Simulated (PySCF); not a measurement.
## Geometry relaxation, with input and output: RuH4 (part 2 of 3)

The same run, continued: RuH4, multiplicity 3; UHF/def2-tzvp, optimize (PySCF 2.14.0). 

Geometry of the input (Å):
```
Ru 0.0000  0.0000  0.0000
H  1.3867  0.9336  0.3200
H  -1.3865  -0.9339  0.3203
H  0.9337  1.3867  -0.3199
H  -0.9340  -1.3864  -0.3204
```

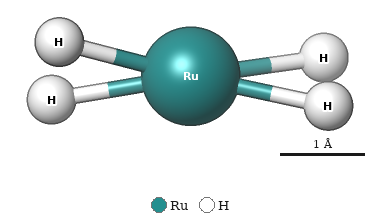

**Figure 1.** The structure as given in the input (ball-and-stick view, seen at a tilt). Sticks mark near contacts.

## Log, continued
```
******** <class 'pyscf.scf.hf.UHF_Scanner'> ********
method = UHF_Scanner
initial guess = minao
damping factor = 0
level_shift factor = 0
DIIS = <class 'pyscf.scf.diis.CDIIS'>
diis_start_cycle = 1
diis_space = 8
diis_damp = 0
SCF conv_tol = 1e-09
SCF conv_tol_grad = None
SCF max_cycles = 50
direct_scf = True
direct_scf_tol = 1e-13
number electrons alpha = 11  beta = 9
Set gradient conv threshold to 3.16228e-05
init E= -96.3553451500808
  alpha nocc = 11  HOMO = -0.293557883535283  LUMO = 0.0680413817997562
  beta  nocc = 9  HOMO = -0.291476334923602  LUMO = 0.0625249750621317
  HOMO = -0.291476334924  LUMO = 0.0625249750621  gap/eV = 9.63287
cycle= 1 E= -96.3444668315218  delta_E= 0.0109  |g|= 0.0189  |ddm|= 0.0492
  alpha nocc = 11  HOMO = -0.285816974828514  LUMO = 0.0692262517820258
  beta  nocc = 9  HOMO = -0.279616725144869  LUMO = 0.0651210721554647
  HOMO = -0.279616725145  LUMO = 0.0651210721555  gap/eV = 9.38079
cycle= 2 E= -96.344617863271  delta_E= -0.000151  |g|= 0.0135  |ddm|= 0.0267
  alpha nocc = 11  HOMO = -0.289576027223828  LUMO = 0.068818584241422
  beta  nocc = 9  HOMO = -0.285035661580817  LUMO = 0.0642339192236432
  HOMO = -0.285035661581  LUMO = 0.0642339192236  gap/eV = 9.50411
cycle= 3 E= -96.3447031524295  delta_E= -8.53e-05  |g|= 0.0041  |ddm|= 0.0136
  alpha nocc = 11  HOMO = -0.28883558551499  LUMO = 0.0688504646078939
  beta  nocc = 9  HOMO = -0.283894938530938  LUMO = 0.0643663504903089
  HOMO = -0.283894938531  LUMO = 0.0643663504903  gap/eV = 9.47667
cycle= 4 E= -96.3447249327517  delta_E= -2.18e-05  |g|= 0.00136  |ddm|= 0.00851
  alpha nocc = 11  HOMO = -0.288246346869906  LUMO = 0.0689077974875016
  beta  nocc = 9  HOMO = -0.28313806831913  LUMO = 0.0645250757626323
  HOMO = -0.283138068319  LUMO = 0.0645250757626  gap/eV = 9.46040
cycle= 5 E= -96.3447295540011  delta_E= -4.62e-06  |g|= 0.000459  |ddm|= 0.00495
  alpha nocc = 11  HOMO = -0.288076364104462  LUMO = 0.0689122081707943
  beta  nocc = 9  HOMO = -0.283105426072088  LUMO = 0.0645474868501568
  HOMO = -0.283105426072  LUMO = 0.0645474868502  gap/eV = 9.46012
cycle= 6 E= -96.3447306719334  delta_E= -1.12e-06  |g|= 0.000214  |ddm|= 0.00282
  alpha nocc = 11  HOMO = -0.287953408963622  LUMO = 0.0689240225984084
  beta  nocc = 9  HOMO = -0.283129331205773  LUMO = 0.0645659912709284
  HOMO = -0.283129331206  LUMO = 0.0645659912709  gap/eV = 9.46127
cycle= 7 E= -96.3447309377852  delta_E= -2.66e-07  |g|= 0.000105  |ddm|= 0.00148
  alpha nocc = 11  HOMO = -0.287901915914815  LUMO = 0.0689305650024485
  beta  nocc = 9  HOMO = -0.283178256448454  LUMO = 0.064571894773136
  HOMO = -0.283178256448  LUMO = 0.0645718947731  gap/eV = 9.46276
cycle= 8 E= -96.344731005319  delta_E= -6.75e-08  |g|= 3.17e-05  |ddm|= 0.000926
  alpha nocc = 11  HOMO = -0.287886989324329  LUMO = 0.0689327636157775
  beta  nocc = 9  HOMO = -0.283183062150756  LUMO = 0.0645742163721628
  HOMO = -0.283183062151  LUMO = 0.0645742163722  gap/eV = 9.46296
cycle= 9 E= -96.3447310105143  delta_E= -5.2e-09  |g|= 6.64e-06  |ddm|= 0.000289
  alpha nocc = 11  HOMO = -0.287886294388075  LUMO = 0.0689328647643981
  beta  nocc = 9  HOMO = -0.283182605575411  LUMO = 0.0645743152940574
  HOMO = -0.283182605575  LUMO = 0.0645743152941  gap/eV = 9.46295
cycle= 10 E= -96.3447310106457  delta_E= -1.31e-10  |g|= 3.17e-06  |ddm|= 2.64e-05
  alpha nocc = 11  HOMO = -0.287886639468672  LUMO = 0.0689328094591686
  beta  nocc = 9  HOMO = -0.283182275431043  LUMO = 0.0645742766408333
  HOMO = -0.283182275431  LUMO = 0.0645742766408  gap/eV = 9.46294
Extra cycle  E= -96.3447310106656  delta_E= -1.99e-11  |g|= 2.06e-06  |ddm|= 7.31e-06
converged SCF energy = -96.3447310106656  <S^2> = 2.0119393  2S+1 = 3.007949

******** <class 'pyscf.grad.rhf.Gradients_Scanner'> for <class 'pyscf.scf.hf.UHF_Scanner'> ********
unit = Eh/Bohr
--------------- UHF_Scanner gradients ---------------
         x                y                z
0 Ru     0.0000015305     0.0000005544    -0.0000000234
1 H    -0.0042668905     0.0024301062    -0.0047294863
2 H     0.0042611639    -0.0024253884    -0.0047340223
3 H     0.0024296822    -0.0042666753     0.0047294145
4 H    -0.0024254861     0.0042614031     0.0047341176
----------------------------------------------
cycle 3: E = -96.3447310107  dE = -0.00120602  norm(grad) = 0.0136331
Step    2 : Displace = 5.242e-02/5.862e-02 (rms/max) Trust = 1.414e-01 (+) Grad = 6.097e-03/6.818e-03 (rms/max) E (change) = -96.3447310107 (-1.206e-03) Quality = 0.869
Hessian Eigenvalues: 3.19553e-02 3.19559e-02 3.23747e-02 ... 1.01658e-01 1.03241e-01 1.54175e-01

Geometry optimization cycle 4
Cartesian coordinates (Angstrom)
 Atom        New coordinates             dX        dY        dZ
  Ru  -0.000013  -0.000004  -0.000002   -0.000002 -0.000001 -0.000000
   H   1.441412   1.036866   0.285715    0.010569  0.001300  0.006547
   H  -1.441214  -1.037124   0.285956   -0.010560 -0.001306  0.006553
   H   1.036948   1.441378  -0.285606    0.001299  0.010568 -0.006547
   H  -1.037233  -1.441116  -0.286064   -0.001306 -0.010561 -0.006552
New geometry
   1 Ru    -0.000012829791  -0.000004098960  -0.000001533243 AA   -0.000024244791  -0.000007745913  -0.000002897410 Bohr
   2 H      1.441412073461   1.036866169051   0.285714761094 AA    2.723874051484   1.959393087334   0.539922648214 Bohr
   3 H     -1.441214498563  -1.037124168525   0.285956244549 AA   -2.723500689036  -1.959880635680   0.540378985806 Bohr
   4 H      1.036947835294   1.441377609540  -0.285605541951 AA    1.959547414166   2.723808924111  -0.539716253945 Bohr
   5 H     -1.037232580402  -1.441115511105  -0.286063930450 AA   -1.960085504437  -2.723313629852  -0.540582482666 Bohr

******** <class 'pyscf.scf.hf.UHF_Scanner'> ********
method = UHF_Scanner
initial guess = minao
damping factor = 0
level_shift factor = 0
DIIS = <class 'pyscf.scf.diis.CDIIS'>
diis_start_cycle = 1
diis_space = 8
diis_damp = 0
SCF conv_tol = 1e-09
SCF conv_tol_grad = None
SCF max_cycles = 50
direct_scf = True
direct_scf_tol = 1e-13
number electrons alpha = 11  beta = 9
Set gradient conv threshold to 3.16228e-05
init E= -96.3288633803744
  alpha nocc = 11  HOMO = -0.292730668886242  LUMO = 0.0652076189046903
  beta  nocc = 9  HOMO = -0.288012698211896  LUMO = 0.0612993411219191
  HOMO = -0.288012698212  LUMO = 0.0612993411219  gap/eV = 9.50526
cycle= 1 E= -96.3448970875681  delta_E= -0.016  |g|= 0.0042  |ddm|= 0.0104
  alpha nocc = 11  HOMO = -0.288771133603763  LUMO = 0.0685678930640285
  beta  nocc = 9  HOMO = -0.283620638182242  LUMO = 0.0649416019391378
  HOMO = -0.283620638182  LUMO = 0.0649416019391  gap/eV = 9.48486
cycle= 2 E= -96.3449120175759  delta_E= -1.49e-05  |g|= 0.00117  |ddm|= 0.00476
  alpha nocc = 11  HOMO = -0.288978916270752  LUMO = 0.0684971522671232
  beta  nocc = 9  HOMO = -0.28348426387412  LUMO = 0.0649132198916358
  HOMO = -0.283484263874  LUMO = 0.0649132198916  gap/eV = 9.48038
cycle= 3 E= -96.3449145943431  delta_E= -2.58e-06  |g|= 0.000888  |ddm|= 0.00267
  alpha nocc = 11  HOMO = -0.289334533449934  LUMO = 0.0684559105749993
  beta  nocc = 9  HOMO = -0.283786533728033  LUMO = 0.0648476813956576
  HOMO = -0.283786533728  LUMO = 0.0648476813957  gap/eV = 9.48682
cycle= 4 E= -96.34491569091  delta_E= -1.1e-06  |g|= 0.000541  |ddm|= 0.00142
  alpha nocc = 11  HOMO = -0.289619081248166  LUMO = 0.0684294425375587
  beta  nocc = 9  HOMO = -0.283744817804963  LUMO = 0.0648182501648398
  HOMO = -0.283744817805  LUMO = 0.0648182501648  gap/eV = 9.48488
cycle= 5 E= -96.3449170590354  delta_E= -1.37e-06  |g|= 0.00027  |ddm|= 0.00303
  alpha nocc = 11  HOMO = -0.289877865534362  LUMO = 0.0684137326306192
  beta  nocc = 9  HOMO = -0.283676896073553  LUMO = 0.0647937679938542
  HOMO = -0.283676896074  LUMO = 0.0647937679939  gap/eV = 9.48237
cycle= 6 E= -96.3449175417901  delta_E= -4.83e-07  |g|= 8.96e-05  |ddm|= 0.00271
  alpha nocc = 11  HOMO = -0.289918506155136  LUMO = 0.0684113177503504
  beta  nocc = 9  HOMO = -0.283633213077272  LUMO = 0.0647905638387045
  HOMO = -0.283633213077  LUMO = 0.0647905638387  gap/eV = 9.48109
cycle= 7 E= -96.3449175812923  delta_E= -3.95e-08  |g|= 3.91e-05  |ddm|= 0.000631
  alpha nocc = 11  HOMO = -0.289922020302933  LUMO = 0.0684096555229394
  beta  nocc = 9  HOMO = -0.28362201596491  LUMO = 0.0647892874238853
  HOMO = -0.283622015965  LUMO = 0.0647892874239  gap/eV = 9.48075
cycle= 8 E= -96.3449175896501  delta_E= -8.36e-09  |g|= 1.7e-05  |ddm|= 0.000236
  alpha nocc = 11  HOMO = -0.289917726144421  LUMO = 0.0684090436026689
  beta  nocc = 9  HOMO = -0.2836238406636  LUMO = 0.0647886208386788
  HOMO = -0.283623840664  LUMO = 0.0647886208387  gap/eV = 9.48079
cycle= 9 E= -96.3449175912194  delta_E= -1.57e-09  |g|= 5.76e-06  |ddm|= 0.000127
  alpha nocc = 11  HOMO = -0.289917511507701  LUMO = 0.0684089847325952
  beta  nocc = 9  HOMO = -0.283625880015635  LUMO = 0.0647882708705465
  HOMO = -0.283625880016  LUMO = 0.0647882708705  gap/eV = 9.48083
cycle= 10 E= -96.3449175913195  delta_E= -1e-10  |g|= 2.66e-06  |ddm|= 2.77e-05
  alpha nocc = 11  HOMO = -0.289917740262279  LUMO = 0.0684089767510378
  beta  nocc = 9  HOMO = -0.283626592962823  LUMO = 0.064788162405943
  HOMO = -0.283626592963  LUMO = 0.0647881624059  gap/eV = 9.48085
Extra cycle  E= -96.3449175913328  delta_E= -1.34e-11  |g|= 1.58e-06  |ddm|= 5.67e-06
converged SCF energy = -96.3449175913328  <S^2> = 2.0131922  2S+1 = 3.0087819

******** <class 'pyscf.grad.rhf.Gradients_Scanner'> for <class 'pyscf.scf.hf.UHF_Scanner'> ********
unit = Eh/Bohr
--------------- UHF_Scanner gradients ---------------
         x                y                z
0 Ru     0.0000003586    -0.0000004576    -0.0000000816
1 H     0.0012437205    -0.0008720666     0.0014943165
2 H    -0.0012415715     0.0008698708     0.0014946114
3 H    -0.0008720852     0.0012440972    -0.0014942487
4 H     0.0008695777    -0.0012414437    -0.0014945976
----------------------------------------------
cycle 4: E = -96.3449175913  dE = -0.000186581  norm(grad) = 0.00425965
Step    3 : Displace = 1.118e-02/1.250e-02 (rms/max) Trust = 2.000e-01 (+) Grad = 1.905e-03/2.131e-03 (rms/max) E (change) = -96.3449175913 (-1.866e-04) Quality = 0.677
Hessian Eigenvalues: 3.19553e-02 3.19559e-02 3.23747e-02 ... 1.01658e-01 1.03241e-01 2.01149e-01

Geometry optimization cycle 5
Cartesian coordinates (Angstrom)
 Atom        New coordinates             dX        dY        dZ
  Ru  -0.000013  -0.000004  -0.000001   -0.000000  0.000000  0.000000
   H   1.439676   1.037465   0.284066   -0.001736  0.000599 -0.001649
   H  -1.439481  -1.037720   0.284308    0.001734 -0.000596 -0.001648
   H   1.037546   1.439641  -0.283957    0.000598 -0.001736  0.001648
   H  -1.037828  -1.439382  -0.284415   -0.000595  0.001733  0.001649
New geometry
   1 Ru    -0.000013056164  -0.000003757631  -0.000001451617 AA   -0.000024672575  -0.000007100894  -0.000002743159 Bohr
   2 H      1.439675740969   1.037464901167   0.284065632407 AA    2.720592858611   1.960524527054   0.536806246651 Bohr
   3 H     -1.439480990531  -1.037720165929   0.284307868795 AA   -2.720224833621  -1.961006907545   0.537264007081 Bohr
   4 H      1.037546325256   1.439641194594  -0.283957138511 AA    1.960678396283   2.720527575423  -0.536601222900 Bohr
   5 H     -1.037828019530  -1.439382172200  -0.284414911074 AA   -1.961210721311  -2.720038094040  -0.537466287673 Bohr

******** <class 'pyscf.scf.hf.UHF_Scanner'> ********
method = UHF_Scanner
initial guess = minao
damping factor = 0
level_shift factor = 0
DIIS = <class 'pyscf.scf.diis.CDIIS'>
diis_start_cycle = 1
diis_space = 8
diis_damp = 0
SCF conv_tol = 1e-09
SCF conv_tol_grad = None
SCF max_cycles = 50
direct_scf = True
direct_scf_tol = 1e-13
number electrons alpha = 11  beta = 9
Set gradient conv threshold to 3.16228e-05
init E= -96.3485948710374
  alpha nocc = 11  HOMO = -0.2888664909596  LUMO = 0.0692333002438964
  beta  nocc = 9  HOMO = -0.282573128547579  LUMO = 0.0655046159878609
  HOMO = -0.282573128548  LUMO = 0.0655046159879  gap/eV = 9.47168
cycle= 1 E= -96.3449367462691  delta_E= 0.00366  |g|= 0.00111  |ddm|= 0.00261
  alpha nocc = 11  HOMO = -0.289601279154385  LUMO = 0.0685205526388123
  beta  nocc = 9  HOMO = -0.28333117840754  LUMO = 0.0647528767800005
  HOMO = -0.283331178408  LUMO = 0.06475287678  gap/eV = 9.47185
cycle= 2 E= -96.3449376737405  delta_E= -9.27e-07  |g|= 0.00042  |ddm|= 0.00106
  alpha nocc = 11  HOMO = -0.289657017790236  LUMO = 0.068523382915983
  beta  nocc = 9  HOMO = -0.283488654066137  LUMO = 0.0647363635597862
  HOMO = -0.283488654066  LUMO = 0.0647363635598  gap/eV = 9.47569
cycle= 3 E= -96.3449378440259  delta_E= -1.7e-07  |g|= 0.000326  |ddm|= 0.00075
  alpha nocc = 11  HOMO = -0.289536975695389  LUMO = 0.0685382454526617
  beta  nocc = 9  HOMO = -0.283371295439847  LUMO = 0.064759924641808
  HOMO = -0.28337129544  LUMO = 0.0647599246418  gap/eV = 9.47313
cycle= 4 E= -96.3449379454536  delta_E= -1.01e-07  |g|= 0.00013  |ddm|= 0.000419
  alpha nocc = 11  HOMO = -0.289457870106232  LUMO = 0.0685455178153605
  beta  nocc = 9  HOMO = -0.28335684241451  LUMO = 0.0647706935062602
  HOMO = -0.283356842415  LUMO = 0.0647706935063  gap/eV = 9.47303
cycle= 5 E= -96.3449380316357  delta_E= -8.62e-08  |g|= 6.72e-05  |ddm|= 0.000759
  alpha nocc = 11  HOMO = -0.289400182195859  LUMO = 0.0685488768355276
  beta  nocc = 9  HOMO = -0.283370844628208  LUMO = 0.0647764044674339
  HOMO = -0.283370844628  LUMO = 0.0647764044674  gap/eV = 9.47357
cycle= 6 E= -96.3449380607301  delta_E= -2.91e-08  |g|= 2.51e-05  |ddm|= 0.00063
  alpha nocc = 11  HOMO = -0.289386133676667  LUMO = 0.0685499700143899
  beta  nocc = 9  HOMO = -0.283383149552099  LUMO = 0.064777593201196
  HOMO = -0.283383149552  LUMO = 0.0647775932012  gap/eV = 9.47394
cycle= 7 E= -96.3449380639922  delta_E= -3.26e-09  |g|= 9.6e-06  |ddm|= 0.000194
  alpha nocc = 11  HOMO = -0.28938498717361  LUMO = 0.0685504396067109
  beta  nocc = 9  HOMO = -0.283386672769876  LUMO = 0.0647778377193724
  HOMO = -0.28338667277  LUMO = 0.0647778377194  gap/eV = 9.47404
cycle= 8 E= -96.3449380644747  delta_E= -4.83e-10  |g|= 4.07e-06  |ddm|= 5.73e-05
  alpha nocc = 11  HOMO = -0.289385288828856  LUMO = 0.0685504801059234
  beta  nocc = 9  HOMO = -0.283385972546607  LUMO = 0.0647779207851831
  HOMO = -0.283385972547  LUMO = 0.0647779207852  gap/eV = 9.47402
Extra cycle  E= -96.344938064516  delta_E= -4.14e-11  |g|= 2.89e-06  |ddm|= 9.53e-06
converged SCF energy = -96.344938064516  <S^2> = 2.0128642  2S+1 = 3.0085639

******** <class 'pyscf.grad.rhf.Gradients_Scanner'> for <class 'pyscf.scf.hf.UHF_Scanner'> ********
unit = Eh/Bohr
--------------- UHF_Scanner gradients ---------------
         x                y                z
0 Ru     0.0000008548     0.0000000714    -0.0000000733
1 H     0.0000477864    -0.0000633211     0.0000785539
2 H    -0.0000484015     0.0000634629     0.0000790038
3 H    -0.0000634619     0.0000480548    -0.0000785147
4 H     0.0000632222    -0.0000482680    -0.0000789697
----------------------------------------------
cycle 5: E = -96.3449380645  dE = -2.04732e-05  norm(grad) = 0.000223921
Step    4 : Displace = 2.206e-03/2.468e-03 (rms/max) Trust = 2.000e-01 (=) Grad = 1.001e-04/1.123e-04 (rms/max) E (change) = -96.3449380645 (-2.047e-05) Quality = 1.054
Hessian Eigenvalues: 3.19553e-02 3.19559e-02 3.23747e-02 ... 1.01658e-01 1.03241e-01 1.90245e-01

Geometry optimization cycle 6
Cartesian coordinates (Angstrom)
 Atom        New coordinates             dX        dY        dZ
  Ru  -0.000014  -0.000004  -0.000001   -0.000001 -0.000000  0.000000
   H   1.439764   1.037710   0.283955    0.000088  0.000246 -0.000111
   H  -1.439568  -1.037966   0.284196   -0.000087 -0.000246 -0.000112
   H   1.037792   1.439729  -0.283846    0.000246  0.000088  0.000111
   H  -1.038074  -1.439470  -0.284303   -0.000246 -0.000087  0.000112
New geometry
   1 Ru    -0.000013920135  -0.000003904075  -0.000001373190 AA   -0.000026305242  -0.000007377633  -0.000002594953 Bohr
   2 H      1.439763856614   1.037710452785   0.283954555437 AA    2.720759373048   1.960988552362   0.536596341599 Bohr
   3 H     -1.439568338960  -1.037966045052   0.284196233097 AA   -2.720389898230  -1.961471551747   0.537053046186 Bohr
   4 H      1.037791935605   1.439729026815  -0.283846337220 AA    1.961142532575   2.720693554268  -0.536391838807 Bohr
   5 H     -1.038073533124  -1.439469530473  -0.284303078124 AA   -1.961674674764  -2.720203177251  -0.537254954026 Bohr

******** <class 'pyscf.scf.hf.UHF_Scanner'> ********
method = UHF_Scanner
initial guess = minao
damping factor = 0
level_shift factor = 0
DIIS = <class 'pyscf.scf.diis.CDIIS'>
diis_start_cycle = 1
diis_space = 8
diis_damp = 0
SCF conv_tol = 1e-09
SCF conv_tol_grad = None
SCF max_cycles = 50
direct_scf = True
direct_scf_tol = 1e-13
number electrons alpha = 11  beta = 9
Set gradient conv threshold to 3.16228e-05
init E= -96.3451050737282
  alpha nocc = 11  HOMO = -0.289351691686543  LUMO = 0.0685821520234278
  beta  nocc = 9  HOMO = -0.283349790387065  LUMO = 0.0648036540781556
  HOMO = -0.283349790387  LUMO = 0.0648036540782  gap/eV = 9.47374
cycle= 1 E= -96.3449381332767  delta_E= 0.000167  |g|= 0.000111  |ddm|= 0.000275
  alpha nocc = 11  HOMO = -0.289345602076903  LUMO = 0.0685618572287906
  beta  nocc = 9  HOMO = -0.283326726320579  LUMO = 0.0647877138720139
  HOMO = -0.283326726321  LUMO = 0.064787713872  gap/eV = 9.47268
cycle= 2 E= -96.3449381395817  delta_E= -6.31e-09  |g|= 6.87e-05  |ddm|= 0.000126
  alpha nocc = 11  HOMO = -0.289364256878186  LUMO = 0.068560093759354
  beta  nocc = 9  HOMO = -0.283354854562361  LUMO = 0.0647833199092456
  HOMO = -0.283354854562  LUMO = 0.0647833199092  gap/eV = 9.47332
cycle= 3 E= -96.3449381420716  delta_E= -2.49e-09  |g|= 2.87e-05  |ddm|= 7.88e-05
  alpha nocc = 11  HOMO = -0.289356187339307  LUMO = 0.0685609867873574
  beta  nocc = 9  HOMO = -0.283345135748438  LUMO = 0.0647849424607361
  HOMO = -0.283345135748  LUMO = 0.0647849424607  gap/eV = 9.47310
cycle= 4 E= -96.3449381430326  delta_E= -9.61e-10  |g|= 9.55e-06  |ddm|= 5.13e-05
  alpha nocc = 11  HOMO = -0.289352933742129  LUMO = 0.0685612730377406
  beta  nocc = 9  HOMO = -0.283341830403656  LUMO = 0.0647856840875281
  HOMO = -0.283341830404  LUMO = 0.0647856840875  gap/eV = 9.47303
Extra cycle  E= -96.3449381432435  delta_E= -2.11e-10  |g|= 6.51e-06  |ddm|= 2.28e-05
converged SCF energy = -96.3449381432435  <S^2> = 2.012847  2S+1 = 3.0085525

******** <class 'pyscf.grad.rhf.Gradients_Scanner'> for <class 'pyscf.scf.hf.UHF_Scanner'> ********
unit = Eh/Bohr
--------------- UHF_Scanner gradients ---------------
         x                y                z
0 Ru     0.0000005082    -0.0000001963    -0.0000000782
1 H    -0.0000040396    -0.0000011800    -0.0000019330
2 H     0.0000040823     0.0000010235    -0.0000023381
3 H    -0.0000013458    -0.0000038417     0.0000019821
4 H     0.0000007949     0.0000041944     0.0000023672
----------------------------------------------
cycle 6: E = -96.3449381432  dE = -7.87275e-08  norm(grad) = 9.44757e-06
```

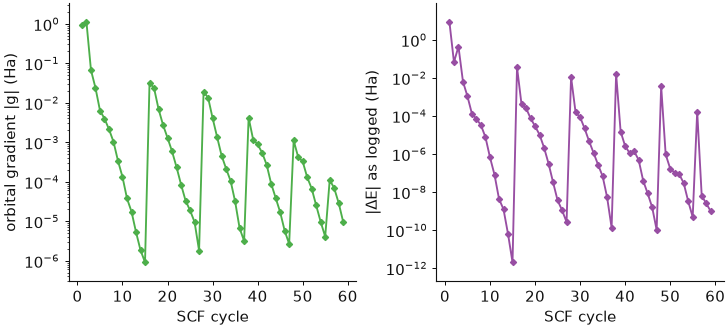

**Figure 2.** Convergence of the self-consistent field: orbital gradient |g| and size of the energy change against the SCF cycle. All cycles printed in the log are drawn one after another.

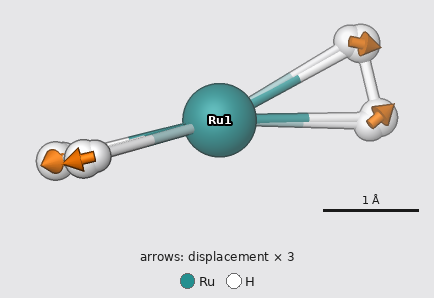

**Figure 3.** Start (faint) and end (solid) with the displacements as orange arrows, magnified 3 times (ball-and-stick view, seen at a tilt). The two geometries are laid on each other by the best rigid fit. The largest moves after the best rigid fit, 0.12 Å, are those of H2, H3, H4 and H5. Ru stays in place. Distances before and after: H2–H4 0.906 → 0.803 Å, Ru1–H2 1.702 → 1.797 Å. Among the angles that change: H2–Ru1–H4 30.9° → 25.8°, H2–Ru1–H3 158.3° → 161.8°. (Atoms are counted from 1 in the order of the input.)
